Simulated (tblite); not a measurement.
## Geometry relaxation of C₄H₁₀OSSi (part 4 of 4)

C₄H₁₀OSSi; GFN2-xTB geometry optimisation, gas phase (tblite 0.8.0). It belongs to a series of runs on one base structure; here: H on O replaced by C2H5.

Geometry of the input (Å):
```
C  -3.3319  -0.3654  0.6633
C  -2.1877  -0.8031  0.2113
Si -0.8006  0.3345  -0.2689
S  -0.8606  2.1630  0.8293
O  0.6168  -0.5659  -0.0303
C  1.7284  0.1802  0.2900
C  2.8673  -0.8255  0.4455
H  -3.5831  0.6817  0.7819
H  -4.0852  -1.1076  0.9325
H  -1.9992  -1.8866  0.1343
H  -1.0055  0.6833  -1.6923
H  -0.3188  3.2259  0.1076
H  2.0472  0.8588  -0.5323
H  1.6064  0.7296  1.2392
H  2.3834  -1.7981  0.7085
H  3.4088  -0.9435  -0.4890
H  3.5073  -0.5491  1.3090
```

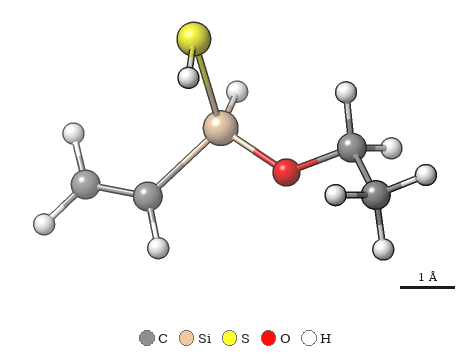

Figure 1. The geometry at step 205 of the log (ball-and-stick view, seen at a tilt).

**Trajectory as extended XYZ, continued**
```
17
Properties=species:S:1:pos:R:3:forces:R:3 step=181 energy=-618.60801
C    -3.4650   -0.4637    0.2720    0.0110   0.0060   0.0000
C    -2.1662   -0.7150    0.2866    0.0130  -0.0170   0.0250
Si   -0.8705    0.5497   -0.1936   -0.0110  -0.0090  -0.0170
S    -0.7865    2.2110    1.2020    0.0510  -0.0150  -0.0080
O     0.5130   -0.2842   -0.1020   -0.0220   0.0240   0.0150
C     1.8328    0.1703   -0.2555    0.0100  -0.0030   0.0000
C     2.7740   -0.6506    0.6114    0.0100   0.0050  -0.0170
H    -3.8521    0.5009   -0.0165    0.0080  -0.0390   0.0020
H    -4.1982   -1.2046    0.5512   -0.0160   0.0230   0.0010
H    -1.8284   -1.6971    0.5930    0.0140   0.0090  -0.0180
H    -1.0902    1.2056   -1.4788    0.0070   0.0030   0.0230
H     0.1100    1.6466    2.0006   -0.0400   0.0220   0.0010
H     2.1065    0.0652   -1.3102    0.0110   0.0190  -0.0430
H     1.8998    1.2307    0.0121   -0.0080   0.0170   0.0080
H     2.5187   -0.5383    1.6613   -0.0370  -0.0120   0.0270
H     2.6984   -1.7003    0.3425    0.0100  -0.0190   0.0210
H     3.7968   -0.3142    0.4634   -0.0100  -0.0140  -0.0190
17
Properties=species:S:1:pos:R:3:forces:R:3 step=186 energy=-618.61172
C    -3.4413   -0.4796    0.2888   -0.0270   0.0000  -0.0170
C    -2.1394   -0.7085    0.3212    0.0420  -0.0110  -0.0390
Si   -0.8663    0.5535   -0.2250   -0.0270   0.0180   0.0020
S    -0.7222    2.2161    1.1636   -0.0240   0.0570  -0.0560
O     0.5187   -0.2781   -0.1935    0.0360   0.0040  -0.0060
C     1.8410    0.1915   -0.2756   -0.0320   0.0060  -0.0120
C     2.7363   -0.6559    0.6149    0.0160  -0.0230   0.0170
H    -3.8371    0.4630   -0.0536   -0.0190  -0.0220   0.0130
H    -4.1680   -1.2152    0.5987    0.0030   0.0280   0.0080
H    -1.7840   -1.6694    0.6704    0.0140  -0.0040   0.0050
H    -1.1269    1.2258   -1.4929   -0.0160  -0.0110   0.0170
H     0.0770    1.5981    2.0163    0.0250  -0.0360   0.0580
H     2.1645    0.1275   -1.3229   -0.0160  -0.0150   0.0740
H     1.8788    1.2445    0.0292    0.0360  -0.0240   0.0060
H     2.4224   -0.5801    1.6551   -0.0020   0.0230  -0.0660
H     2.6722   -1.6985    0.3133    0.0110   0.0080   0.0000
H     3.7674   -0.3225    0.5316   -0.0200   0.0000  -0.0040
17
Properties=species:S:1:pos:R:3:forces:R:3 step=191 energy=-618.61333
C    -3.4339   -0.4867    0.2906   -0.0050  -0.0020  -0.0040
C    -2.1299   -0.7062    0.3242   -0.0030  -0.0070   0.0050
Si   -0.8668    0.5592   -0.2355    0.0040  -0.0140   0.0000
S    -0.6926    2.2203    1.1502    0.0160   0.0250   0.0140
O     0.5196   -0.2713   -0.2253    0.0200   0.0110   0.0060
C     1.8432    0.1964   -0.2808    0.0050  -0.0020  -0.0090
C     2.7243   -0.6599    0.6158    0.0000   0.0080  -0.0120
H    -3.8394    0.4426   -0.0745   -0.0050   0.0030   0.0060
H    -4.1568   -1.2146    0.6250    0.0070  -0.0100  -0.0030
H    -1.7665   -1.6552    0.6983    0.0040   0.0090  -0.0040
H    -1.1555    1.2315   -1.4951   -0.0060   0.0110  -0.0060
H     0.0679    1.5791    2.0277   -0.0300   0.0030  -0.0090
H     2.1839    0.1394   -1.3208   -0.0060  -0.0070   0.0040
H     1.8836    1.2461    0.0347    0.0020  -0.0210   0.0050
H     2.3803   -0.5951    1.6457    0.0130  -0.0160  -0.0100
H     2.6779   -1.6981    0.2967   -0.0010   0.0090   0.0180
H     3.7535   -0.3154    0.5627   -0.0140  -0.0020  -0.0010
17
Properties=species:S:1:pos:R:3:forces:R:3 step=195 energy=-618.61373
C    -3.4339   -0.4869    0.2929    0.0010   0.0010   0.0080
C    -2.1291   -0.7019    0.3247    0.0060   0.0030   0.0130
Si   -0.8647    0.5604   -0.2396   -0.0090   0.0220  -0.0070
S    -0.6932    2.2258    1.1437    0.0200   0.0050   0.0040
O     0.5208   -0.2712   -0.2280   -0.0090  -0.0010   0.0060
C     1.8446    0.1933   -0.2838    0.0050   0.0030   0.0080
C     2.7238   -0.6623    0.6140    0.0140   0.0010   0.0080
H    -3.8451    0.4393   -0.0732   -0.0010   0.0060  -0.0080
H    -4.1517   -1.2162    0.6342   -0.0010  -0.0120  -0.0030
H    -1.7627   -1.6464    0.7065    0.0060  -0.0090  -0.0100
H    -1.1495    1.2355   -1.4995   -0.0080  -0.0030   0.0040
H     0.0506    1.5797    2.0318   -0.0290   0.0050  -0.0070
H     2.1851    0.1355   -1.3239   -0.0010   0.0010   0.0090
H     1.8878    1.2414    0.0350   -0.0050   0.0020  -0.0110
H     2.3714   -0.6100    1.6416   -0.0010   0.0010  -0.0060
H     2.6897   -1.6985    0.2891    0.0090  -0.0100   0.0000
H     3.7491   -0.3054    0.5741    0.0030  -0.0160  -0.0090
17
Properties=species:S:1:pos:R:3:forces:R:3 step=200 energy=-618.61578
C    -3.4244   -0.4712    0.3018   -0.0010  -0.0200  -0.0350
C    -2.1199   -0.6890    0.3382   -0.0260  -0.0030  -0.0080
Si   -0.8536    0.5622   -0.2429   -0.0190  -0.0080   0.0110
S    -0.6800    2.2470    1.1116    0.0310   0.0190   0.0390
O     0.5255   -0.2804   -0.2178   -0.0180   0.0180  -0.0210
C     1.8505    0.1806   -0.2915   -0.0170  -0.0450   0.0230
C     2.7364   -0.6669    0.6071   -0.0030  -0.0290   0.0130
H    -3.8332    0.4526   -0.0757    0.0150  -0.0170   0.0250
H    -4.1452   -1.2015    0.6366    0.0090   0.0110   0.0130
H    -1.7529   -1.6335    0.7193   -0.0120  -0.0050   0.0070
H    -1.1505    1.2262   -1.5044    0.0130   0.0000  -0.0210
H    -0.0915    1.5700    2.0894   -0.0280   0.0150  -0.0210
H     2.1830    0.1046   -1.3325   -0.0090   0.0430  -0.0030
H     1.8945    1.2317    0.0175    0.0180  -0.0120  -0.0310
H     2.3744   -0.6256    1.6320    0.0250   0.0160  -0.0070
H     2.7261   -1.7043    0.2806   -0.0150   0.0300  -0.0070
H     3.7538   -0.2906    0.5702    0.0360  -0.0130   0.0240
17
Properties=species:S:1:pos:R:3:forces:R:3 step=205 energy=-618.61875
C    -3.4198   -0.4522    0.3102   -0.0070   0.0080   0.0430
C    -2.1185   -0.6854    0.3340    0.0420  -0.0060  -0.0260
Si   -0.8448    0.5582   -0.2464    0.0320   0.0380  -0.0030
S    -0.7087    2.2849    1.0629    0.0490  -0.0900   0.1120
O     0.5357   -0.2800   -0.1765    0.0250  -0.0070  -0.0020
C     1.8636    0.1688   -0.2776    0.0150   0.0300  -0.0020
C     2.7684   -0.6860    0.5965   -0.0070   0.0060  -0.0040
H    -3.8152    0.4903   -0.0328   -0.0170  -0.0280  -0.0040
H    -4.1447   -1.1782    0.6440   -0.0160   0.0060  -0.0100
H    -1.7559   -1.6414    0.6886   -0.0210  -0.0130   0.0080
H    -1.1149    1.1865   -1.5331    0.0110   0.0020  -0.0030
H    -0.3135    1.6038    2.1379   -0.0510   0.0820  -0.1200
H     2.1723    0.1063   -1.3274   -0.0120  -0.0320   0.0010
H     1.9259    1.2186    0.0285   -0.0220   0.0310   0.0330
H     2.4402   -0.6380    1.6332    0.0190   0.0060  -0.0440
H     2.7311   -1.7215    0.2680    0.0110   0.0010   0.0150
H     3.7918   -0.3228    0.5295   -0.0510  -0.0350   0.0050
17
Properties=species:S:1:pos:R:3:forces:R:3 step=210 energy=-618.62133
C    -3.4081   -0.4509    0.3307    0.0050   0.0040   0.0220
C    -2.1069   -0.6893    0.3245   -0.0150   0.0170  -0.0070
Si   -0.8396    0.5619   -0.2588    0.0200  -0.0190   0.0100
S    -0.7421    2.3171    1.0135   -0.0020   0.0030  -0.0100
O     0.5428   -0.2686   -0.1514    0.0120   0.0070  -0.0020
C     1.8711    0.1777   -0.2545    0.0010  -0.0060   0.0140
C     2.7748   -0.7087    0.5879   -0.0070  -0.0270   0.0070
H    -3.8073    0.4974    0.0092   -0.0120  -0.0150  -0.0020
H    -4.1315   -1.1793    0.6634    0.0030   0.0050  -0.0060
H    -1.7461   -1.6537    0.6585    0.0070   0.0060  -0.0040
H    -1.0919    1.1649   -1.5606    0.0050   0.0020  -0.0130
H    -0.4135    1.6680    2.1205   -0.0010  -0.0100   0.0090
H     2.1692    0.1368   -1.3082   -0.0030   0.0010   0.0000
H     1.9405    1.2186    0.0812   -0.0140   0.0130   0.0060
H     2.4626   -0.6802    1.6297    0.0060   0.0160  -0.0270
H     2.7169   -1.7368    0.2386    0.0050   0.0110   0.0050
H     3.8023   -0.3629    0.5153   -0.0110  -0.0090  -0.0020
17
Properties=species:S:1:pos:R:3:forces:R:3 step=214 energy=-618.62237
C    -3.3961   -0.4426    0.3570    0.0000   0.0050   0.0010
C    -2.0966   -0.6859    0.3120   -0.0130   0.0010   0.0040
Si   -0.8298    0.5652   -0.2742    0.0010  -0.0090  -0.0090
S    -0.7926    2.3524    0.9571    0.0130  -0.0400   0.0240
O     0.5530   -0.2553   -0.1135   -0.0140  -0.0040   0.0070
C     1.8818    0.1846   -0.2249    0.0020  -0.0110   0.0040
C     2.7873   -0.7372    0.5765   -0.0010   0.0000   0.0020
H    -3.8025    0.5114    0.0624    0.0010  -0.0010   0.0030
H    -4.1140   -1.1752    0.6922    0.0040  -0.0040  -0.0020
H    -1.7333   -1.6594    0.6175    0.0050   0.0260  -0.0080
H    -1.0437    1.1319   -1.6004   -0.0040  -0.0020   0.0110
H    -0.5632    1.7260    2.1043   -0.0090   0.0170  -0.0360
H     2.1636    0.1714   -1.2838    0.0070   0.0100  -0.0040
H     1.9607    1.2158    0.1387    0.0090  -0.0040   0.0080
H     2.4995   -0.7236    1.6250    0.0010   0.0030  -0.0080
H     2.6987   -1.7557    0.2058    0.0080   0.0160   0.0090
H     3.8202   -0.4118    0.4881   -0.0090  -0.0040  -0.0070
17
Properties=species:S:1:pos:R:3:forces:R:3 step=219 energy=-618.62272
C    -3.3942   -0.4411    0.3630    0.0030   0.0000  -0.0020
C    -2.0948   -0.6827    0.3087   -0.0020   0.0030   0.0020
Si   -0.8285    0.5648   -0.2834    0.0050   0.0050   0.0060
S    -0.7968    2.3530    0.9454    0.0080  -0.0100  -0.0020
O     0.5539   -0.2550   -0.1134    0.0010   0.0130  -0.0030
C     1.8829    0.1871   -0.2174    0.0030   0.0020  -0.0030
C     2.7872   -0.7424    0.5753   -0.0030  -0.0050  -0.0020
H    -3.8035    0.5124    0.0711   -0.0020  -0.0040   0.0030
H    -4.1077   -1.1760    0.7026   -0.0020   0.0020   0.0010
H    -1.7248   -1.6536    0.6122   -0.0100  -0.0040   0.0000
H    -1.0413    1.1286   -1.6099    0.0000  -0.0010  -0.0040
H    -0.5871    1.7267    2.0943   -0.0020   0.0020  -0.0030
H     2.1678    0.1887   -1.2758   -0.0010  -0.0010   0.0000
H     1.9627    1.2137    0.1594   -0.0090  -0.0020   0.0040
H     2.5052   -0.7298    1.6252    0.0050  -0.0020   0.0000
H     2.6908   -1.7586    0.2020    0.0020  -0.0020   0.0040
H     3.8211   -0.4238    0.4803    0.0040   0.0060   0.0020
17
Properties=species:S:1:pos:R:3:forces:R:3 step=224 energy=-618.62282
C    -3.3957   -0.4402    0.3630   -0.0010   0.0010   0.0010
C    -2.0965   -0.6820    0.3082    0.0010  -0.0040   0.0000
Si   -0.8278    0.5640   -0.2827   -0.0030  -0.0020  -0.0030
S    -0.7909    2.3533    0.9429    0.0040  -0.0010   0.0050
O     0.5545   -0.2556   -0.1126   -0.0010  -0.0040   0.0000
C     1.8833    0.1871   -0.2159   -0.0010   0.0010   0.0010
C     2.7896   -0.7425    0.5747    0.0020   0.0040   0.0000
H    -3.8059    0.5141    0.0753    0.0010   0.0010   0.0000
H    -4.1089   -1.1765    0.7002   -0.0020   0.0030   0.0010
H    -1.7296   -1.6553    0.6079    0.0010   0.0010   0.0000
H    -1.0410    1.1260   -1.6102    0.0010  -0.0010  -0.0010
H    -0.5943    1.7274    2.0944   -0.0020   0.0020  -0.0030
H     2.1676    0.1914   -1.2744    0.0000   0.0000   0.0010
H     1.9611    1.2127    0.1638   -0.0010   0.0020   0.0000
H     2.5149   -0.7261    1.6262   -0.0030  -0.0010   0.0050
H     2.6892   -1.7599    0.2059    0.0010  -0.0030  -0.0040
H     3.8235   -0.4258    0.4729    0.0030   0.0030  -0.0010
```

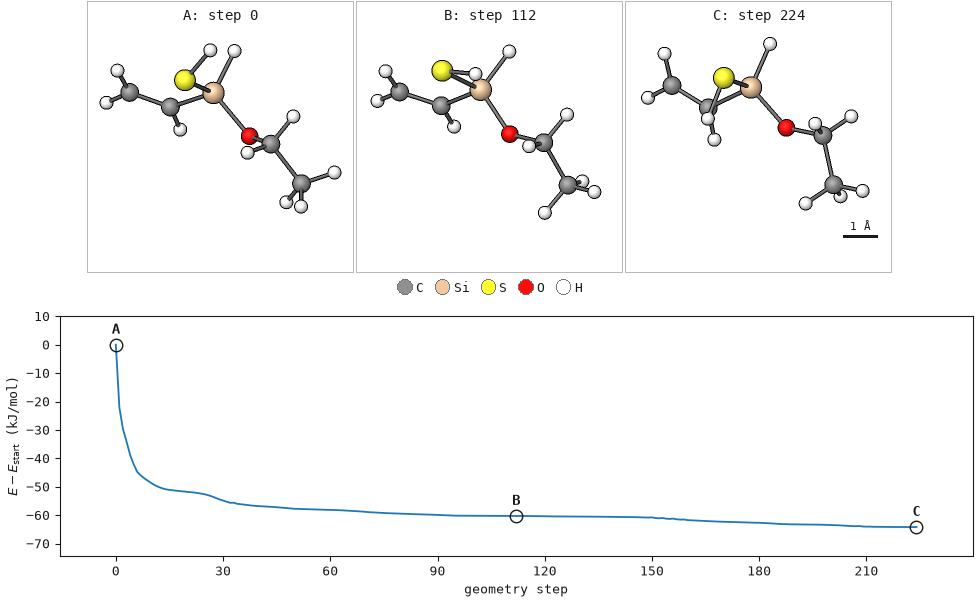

Figure 2. Frames of the relaxation (ball-and-stick view, seen at a tilt) above the curves, on which the letters mark them (steps are counted from 0).

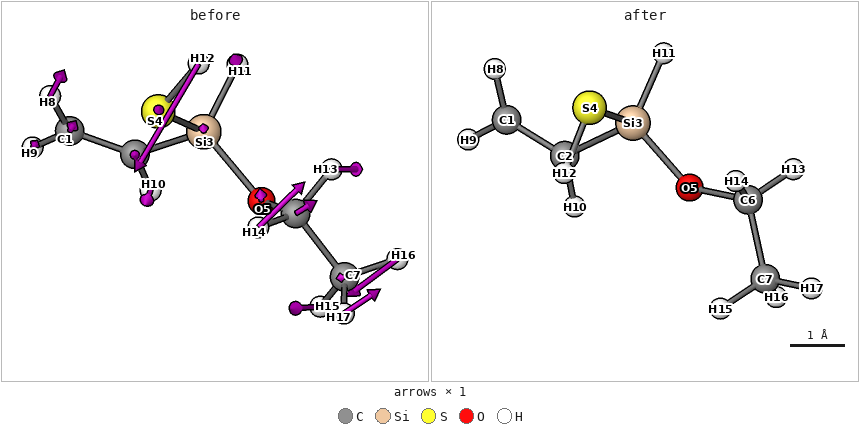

Figure 3. Before (left) and after (right) the relaxation, at one scale (ball-and-stick view, seen at a tilt). The pink arrows give the displacements, at true length. The largest move after the best rigid fit is that of H12, 2.42 Å. Largest moves by element: H 2.42 Å, C 0.52 Å, O 0.31 Å, S 0.23 Å, Si 0.22 Å. Among the contacts that change: Si3–O5 1.696 → 1.616 Å, S4–H12 1.394 → 1.325 Å, Si3–S4 2.134 → 2.169 Å, C7–H15 1.118 → 1.087 Å. Among the angles that change: Si3–S4–H12 112.1° → 96.0°, Si3–O5–C6 114.8° → 129.9°, C2–Si3–H11 106.8° → 116.4°. The energy falls by 64.2 kJ/mol in 224 geometry steps. The largest force component goes from 2.4 to 0.005 eV/Å. (Atoms are counted from 1 in the order of the input.)
